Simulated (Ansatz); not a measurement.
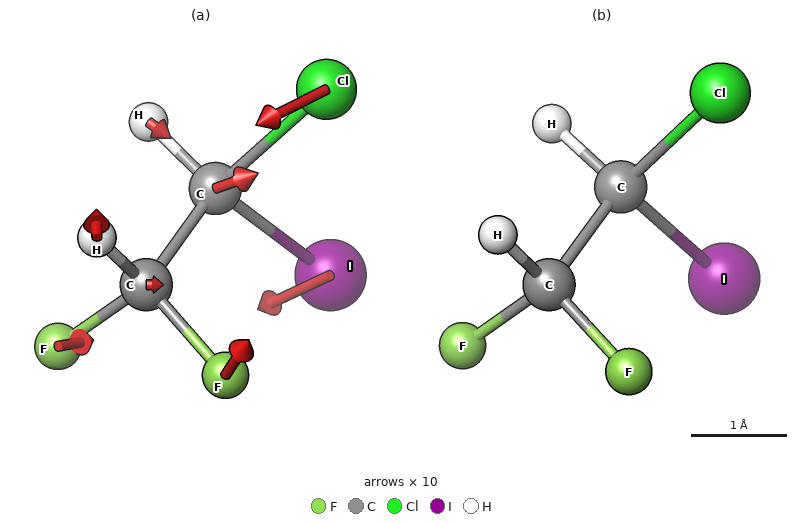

The structure of C₂H₂ClF₂I (coarse preliminary run) before (left) and after (right) a relaxation, at one scale. The red arrows give the displacements, magnified 10 times.

Style: ball-and-stick. Shown from a free direction.

The start comes from a force field.

Computed with RKS PBE-D4/def2-SVP in Ansatz.

The input:
```yaml
crystal:
  periodic: [false, false, false]
  atoms:
    - {symbol: F, position_ang: [-0.476200, -1.543200, 0.698800]}
    - {symbol: C, position_ang: [0.345800, -0.751800, -0.032900]}
    - {symbol: F, position_ang: [1.539400, -0.770200, 0.592700]}
    - {symbol: C, position_ang: [-0.164700, 0.681900, -0.125800]}
    - {symbol: Cl, position_ang: [-1.726800, 0.770900, -1.141900]}
    - {symbol: I, position_ang: [-0.677100, 1.517700, 1.777500]}
    - {symbol: H, position_ang: [0.480300, -1.209700, -1.044200]}
    - {symbol: H, position_ang: [0.564300, 1.338800, -0.624300]}
basis:
  gaussian: {orbitals: def2-SVP}
hamiltonian: {xc: pbe, dispersion: d4}
relax: {f_tol: 0.03, max_steps: 200}
```

Run as
```bash
ansatz run in.yaml --threads 4 --pin off --events-out ev --progress --plain --max-ram 10444MiB
```

### Describe what moved and what it gained.

The atom that moves furthest after the best rigid fit is I6 (0.12 Å). By element the largest moves are I 0.12 Å, Cl 0.10 Å, F 0.07 Å, C 0.06 Å, H 0.04 Å. Among the contacts that change: C4–Cl5 1.866 → 1.777 Å, C4–I6 2.141 → 2.186 Å, C2–F3 1.348 → 1.361 Å, C2–C4 1.525 → 1.531 Å. Bond angles that change, for instance: Cl5–C4–I6 105.4° → 112.8°, I6–C4–H8 109.2° → 104.8°, F1–C2–F3 106.2° → 109.0°. Over 6 geometry steps the energy falls by 3.26 kcal/mol. The largest force component goes from 1.4 to 0.023 eV/Å. Cost: 12 s on 4 threads of Arm Neoverse V2, on a shared host.
